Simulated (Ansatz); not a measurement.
**GeH₄O₂: basis-set convergence**

How large a basis does GeH₄O₂ need? Two functionals are run in growing sets.

Method: one geometry, several basis sets; program: Ansatz 0.2.0, Gaussian basis.

The runs, in order: PBE0-D4/def2-SVP; ωB97M-V/def2-SVP; PBE0-D4/def2-QZVPP; ωB97M-V/def2-QZVPP; the functionals' def2-TZVPP values are taken from earlier runs.

### 1 The geometry

The geometry comes from an earlier relaxation with PBE0-D4 in a triple-zeta def2 set; it is a stationary point, not always the lowest conformer.

SMILES `[OH][GeH2][OH]`, 7 atoms, charge 0, spin multiplicity 1.

Atoms are counted from 1 here; the program's logs count them from 0.

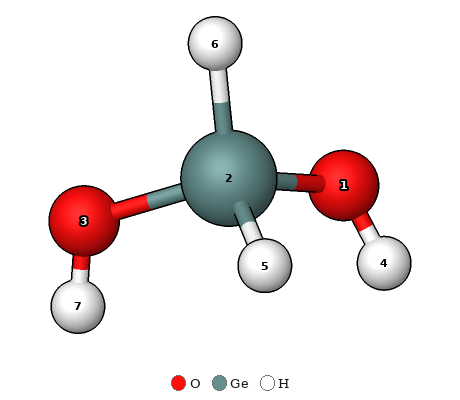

The geometry (oxygen red, germanium teal, hydrogen white); atoms are numbered from 1 in the order of the file.

### 2 PBE0-D4 in def2-SVP

Input file in.yaml:

```yaml
crystal:
  periodic: [false, false, false]
  atoms:
    - {symbol: O, position_ang: [-1.491278, -0.415985, -0.173892]}
    - {symbol: Ge, position_ang: [0.023491, 0.377010, 0.305310]}
    - {symbol: O, position_ang: [1.347443, -0.798935, 0.400552]}
    - {symbol: H, position_ang: [-1.634907, -0.418694, -1.122090]}
    - {symbol: H, position_ang: [0.363385, 1.460541, -0.739059]}
    - {symbol: H, position_ang: [-0.172503, 0.863140, 1.737286]}
    - {symbol: H, position_ang: [1.625567, -1.135177, -0.453808]}
basis:
  gaussian: {orbitals: def2-SVP}
hamiltonian: {xc: pbe0, dispersion: d4}
output: {orbitals: {seedname: orbitals}}
```

What it wrote:

```text
Functional definition: PBE0
  name "PBE0"
  cite "Adamo & Barone, J. Chem. Phys. 110, 6158 (1999) doi:10.1063/1.478522"
  cite "Perdew, Burke & Ernzerhof, Phys. Rev. Lett. 77, 3865 (1996) doi:10.1103/PhysRevLett.77.3865"
  parent pbe
  parameter a = 0.25
  parameter kappa = 0.804
  parameter beta = 0.06672455060314922
  exchange = (1 - a)*pbe_x(kappa = kappa, mu = beta*pi^2/3) + a*exact_x
  correlation = pbe_c(beta = beta)
780 factors; integrals over basis functions are off by at most 1.3e-3 eV
mean field evaluation 1: about -60649.1864 eV, gradient 6.6e1 eV
mean field evaluation 2: about -60635.0325 eV, gradient 1.1e2 eV
mean field evaluation 4: about -60656.3954 eV, gradient 9.1e-1 eV
mean field evaluation 8: about -60656.4840 eV, gradient 1.8e-1 eV
mean field evaluation 16: about -60656.4840 eV, gradient 2.8e-5 eV
mean field -60656.48404893 eV, -2229.0846743565 hartree, gradient 2.8e-5 eV, S^2 0.000000; 0 other end points of the search recorded, 0 dependent functions left out
reference -60656.48407125 eV, -2229.0846751769 hartree; 26, 26 occupied and 54, 54 virtual orbitals, 780 factors
Total energy: -60656.56342492 eV, -2229.0875913705 hartree
```

It took 0.5 s on 2 threads, shared host.

### 3 ωB97M-V in def2-SVP

Edit in.yaml of step 2 so:

```diff
@@ -12,3 +12,3 @@
   gaussian: {orbitals: def2-SVP}
-hamiltonian: {xc: pbe0, dispersion: d4}
+hamiltonian: {xc: {name: wB97M-V}}
 output: {orbitals: {seedname: orbitals}}
```

What it wrote (excerpt; [...] marks lines left out):

```text
Functional definition: wB97M-V
  name "wB97M-V"
  cite "Mardirossian & Head-Gordon, J. Chem. Phys. 144, 214110 (2016) doi:10.1063/1.4952647"
  cite "Becke, J. Chem. Phys. 107, 8554 (1997) doi:10.1063/1.475007"
  cite "Vydrov & Van Voorhis, J. Chem. Phys. 133, 244103 (2010) doi:10.1063/1.3521275"
  # Of w^i u^j: cxij and so on, Table III.
[...]
  gx(w, u) = 1 - cx + cx01*u + cx10*w
  gss(w, u) = css00 + css04*u^4 + css10*w + css20*w^2 + css43*w^4*u^3
  gos(w, u) = cos00 + cos10*w + (cos20 + cos21*u)*w^2 + (cos60 + cos61*u)*w^6
[...]
      + integral(e_c_pw_mod_opposite_spin*gos(b97_w_opposite, b97_u_opposite)) + vv10(b, c)
780 factors; integrals over basis functions are off by at most 1.3e-3 eV
205 factors; integrals over basis functions are off by at most 7.5e-6 eV
[...]
mean field -60663.37130764 eV, -2229.3377764459 hartree, gradient 7.6e-5 eV, S^2 0.000000; 0 other end points of the search recorded, 0 dependent functions left out
reference -60663.37134317 eV, -2229.3377777517 hartree; 26, 26 occupied and 54, 54 virtual orbitals, 780 factors
Total energy: -60663.37134317 eV, -2229.3377777517 hartree
```

Wall time 1.6 s (2 threads, shared host).

### 4 PBE0-D4 in def2-QZVPP

Edit in.yaml of step 3 so:

```diff
@@ -11,4 +11,4 @@
 basis:
-  gaussian: {orbitals: def2-SVP}
-hamiltonian: {xc: {name: wB97M-V}}
+  gaussian: {orbitals: "def2-QZVPP.json"}
+hamiltonian: {xc: pbe0, dispersion: d4}
 output: {orbitals: {seedname: orbitals}}
```

What it wrote:

```text
Functional definition: PBE0
  name "PBE0"
  cite "Adamo & Barone, J. Chem. Phys. 110, 6158 (1999) doi:10.1063/1.478522"
  cite "Perdew, Burke & Ernzerhof, Phys. Rev. Lett. 77, 3865 (1996) doi:10.1103/PhysRevLett.77.3865"
  parent pbe
  parameter a = 0.25
  parameter kappa = 0.804
  parameter beta = 0.06672455060314922
  exchange = (1 - a)*pbe_x(kappa = kappa, mu = beta*pi^2/3) + a*exact_x
  correlation = pbe_c(beta = beta)
1168 factors; their error is unknown
mean field evaluation 1: about -60661.5176 eV, gradient 7.6e1 eV
mean field evaluation 2: about -60639.2473 eV, gradient 1.3e2 eV
mean field evaluation 4: about -60670.3671 eV, gradient 1.7e0 eV
mean field evaluation 8: about -60670.5135 eV, gradient 4.7e-1 eV
mean field evaluation 16: about -60670.5135 eV, gradient 1.7e-5 eV
mean field -60670.51352965 eV, -2229.6002482635 hartree, gradient 1.7e-5 eV, S^2 0.000000; 0 other end points of the search recorded, 0 dependent functions left out
reference -60670.51356091 eV, -2229.6002494124 hartree; 26, 26 occupied and 297, 297 virtual orbitals, 1168 factors
Total energy: -60670.59291458 eV, -2229.6031656060 hartree
```

It took 2.2 s on 2 threads, shared host; peak memory 0.8 GiB.

### 5 ωB97M-V in def2-QZVPP

Edit in.yaml of step 4 so:

```diff
@@ -12,3 +12,3 @@
   gaussian: {orbitals: "def2-QZVPP.json"}
-hamiltonian: {xc: pbe0, dispersion: d4}
+hamiltonian: {xc: {name: wB97M-V}}
 output: {orbitals: {seedname: orbitals}}
```

What it wrote (excerpt; [...] marks lines left out):

```text
Functional definition: wB97M-V
  name "wB97M-V"
  cite "Mardirossian & Head-Gordon, J. Chem. Phys. 144, 214110 (2016) doi:10.1063/1.4952647"
  cite "Becke, J. Chem. Phys. 107, 8554 (1997) doi:10.1063/1.475007"
  cite "Vydrov & Van Voorhis, J. Chem. Phys. 133, 244103 (2010) doi:10.1063/1.3521275"
  # Of w^i u^j: cxij and so on, Table III.
[...]
  gx(w, u) = 1 - cx + cx01*u + cx10*w
  gss(w, u) = css00 + css04*u^4 + css10*w + css20*w^2 + css43*w^4*u^3
  gos(w, u) = cos00 + cos10*w + (cos20 + cos21*u)*w^2 + (cos60 + cos61*u)*w^6
[...]
      + integral(e_c_pw_mod_opposite_spin*gos(b97_w_opposite, b97_u_opposite)) + vv10(b, c)
1156 factors; their error is unknown
262 factors; integrals over basis functions are off by at most 7.4e-6 eV
[...]
mean field -60677.47762240 eV, -2229.8561739517 hartree, gradient 6.0e-5 eV, S^2 0.000000; 0 other end points of the search recorded, 0 dependent functions left out
reference -60677.47767238 eV, -2229.8561757883 hartree; 26, 26 occupied and 297, 297 virtual orbitals, 1156 factors
Total energy: -60677.47767238 eV, -2229.8561757883 hartree
```

Wall time 4.8 s (2 threads, shared host); peak memory 0.97 GiB.

### 6 Density functionals: the series

The def2-TZVPP values come from earlier runs at the same geometry.

```
functional       basis  functions  energy (eV)  from the largest (eV)  HOMO (eV)  LUMO (eV)
   PBE0-D4    def2-SVP         80  -60656.5634                 14.029      -8.50       0.84
   PBE0-D4  def2-TZVPP        166  -60669.0980                  1.495      -8.74       0.28
   PBE0-D4  def2-QZVPP        323  -60670.5929                  0.000      -8.80      -0.03
   ωB97M-V    def2-SVP         80  -60663.3713                 14.106     -10.86       2.65
   ωB97M-V  def2-TZVPP        166  -60676.0235                  1.454     -11.12       1.88
   ωB97M-V  def2-QZVPP        323  -60677.4777                  0.000     -11.18       1.34
```

### 7 Results

| quantity | value |
| --- | --- |
| PBE0-D4: double and triple zeta above quadruple | 14.03, 1.49 eV |
| ωB97M-V: double and triple zeta above quadruple | 14.11, 1.45 eV |

PBE0-D4 gains 12.53 eV from double to triple zeta, then 1.49 eV more. These are total energies; as a rule much of such shifts cancels in differences, which this series doesn't test. The LUMO of ωB97M-V is positive and keeps falling with the basis (2.65 to 1.34 eV): an unbound level that the basis holds in place.

For PBE0-D4 the largest set took about 4 times as long as the smallest (2.2 s against 0.5 s).
